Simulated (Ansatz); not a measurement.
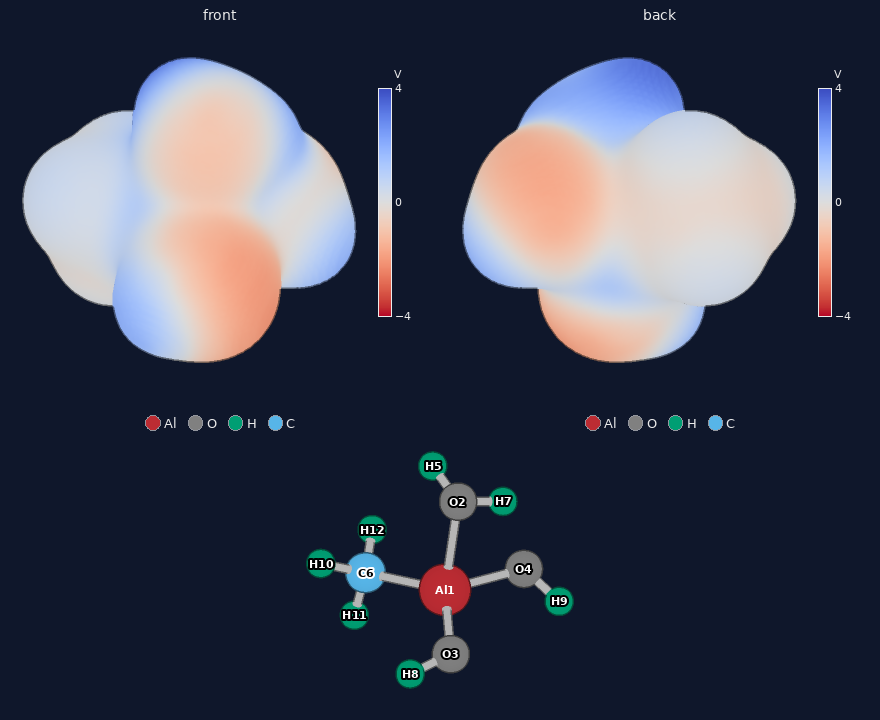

*CH$_{7}$AlO$_{3}$. The molecular electrostatic potential painted on the density surface at 0.002 e/bohr³, seen from the front and from behind; red is negative and blue positive. The bare structure is drawn below in the same view.*

Method: UKS BLYP-D4/6-31G* (Ansatz 0.2.0).

```xyz
12

Al    0.3988   -0.0709    0.2741
O     0.1754    1.6105   -0.8945
O     1.2351    0.3733    1.7378
O     1.5425   -0.5147   -1.0200
H    -0.6485    1.5618   -1.4279
C    -1.4118   -0.8555    0.2515
H     0.9011    1.2024   -1.4610
H     0.7119    0.5115    2.5490
H     2.4569   -0.7205   -0.7481
H    -2.1727   -0.2120    0.7300
H    -1.4305   -1.8218    0.7867
H    -1.7582   -1.0640   -0.7777
```

### Which sites attract a positive test charge, and which a negative one?

A positive charge is drawn to the negative regions and a negative charge to the positive ones. The most negative region (about −2.0 V) lies over O3, the most positive (about +3.1 V) over H5. O3 is the likeliest acceptor of a hydrogen bond.
